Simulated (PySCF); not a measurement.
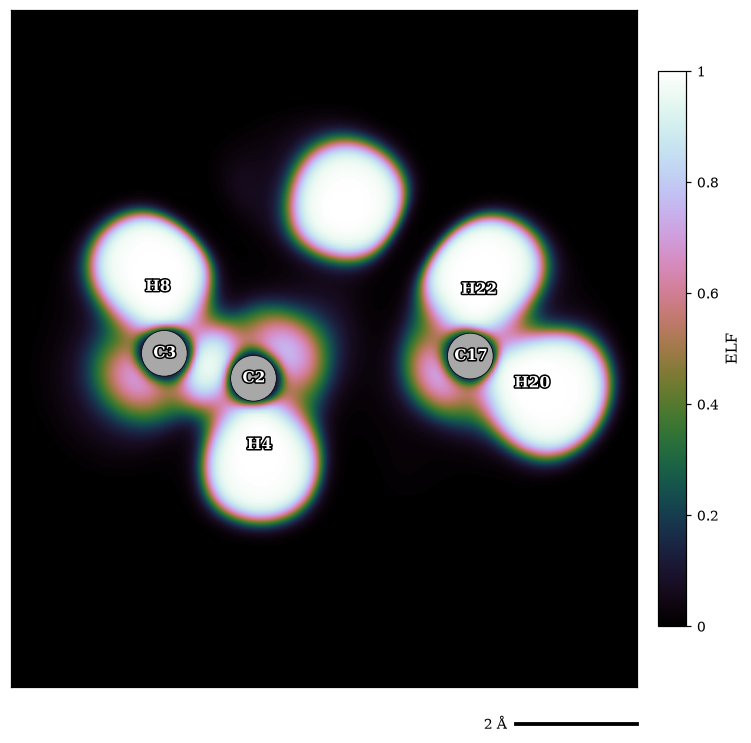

The picture shows: C$_{8}$H$_{20}$Si (SiEt4). ELF on the plane of atoms C3, C2 and H4. Grey discs cover the atomic cores.

Geometry: PBE0-D3(BJ)/def2-SVP.

Method: PBE0/pcSseg-1, SCF density, gas phase, non-relativistic in PySCF 2.14.0.

```xyz
29

Si   -0.0060    0.0048    0.0011
C     0.0336   -0.0190    1.8941
C     0.6174   -1.2901    2.5051
H    -0.9969    0.1405    2.2572
H     0.6025    0.8635    2.2367
H     0.6129   -1.2620    3.6067
H     0.0505   -2.1846    2.2013
H     1.6613   -1.4505    2.1910
C     1.7684   -0.0164   -0.6577
C     1.8950    0.0707   -2.1760
H     2.2588   -0.9332   -0.2850
H     2.3115    0.8196   -0.1815
H     2.9459    0.0639   -2.5065
H     1.3928   -0.7731   -2.6758
H     1.4381    0.9937   -2.5686
C    -0.8896    1.5736   -0.5863
C    -0.1807    2.8778   -0.2289
H    -1.9097    1.5661   -0.1626
H    -1.0269    1.4996   -1.6800
H    -0.7347    3.7619   -0.5833
H    -0.0569    2.9878    0.8602
H     0.8263    2.9262   -0.6737
C    -0.9320   -1.5155   -0.6436
C    -2.3472   -1.6893   -0.0989
H    -0.3206   -2.4069   -0.4152
H    -0.9546   -1.4520   -1.7461
H    -2.8357   -2.5948   -0.4930
H    -2.3526   -1.7705    1.0002
H    -2.9903   -0.8338   -0.3603
```

**Describe what can be read from this map.**

The section cuts through C and H sites.
C–C (1.53 Å): the ELF peaks at about 0.95 between the atoms, as expected for a covalent bond.
C–H (1.10 Å): the ELF climbs to about 1 towards the hydrogen, as it does in any bond to H; an ordinary covalent bond to hydrogen.
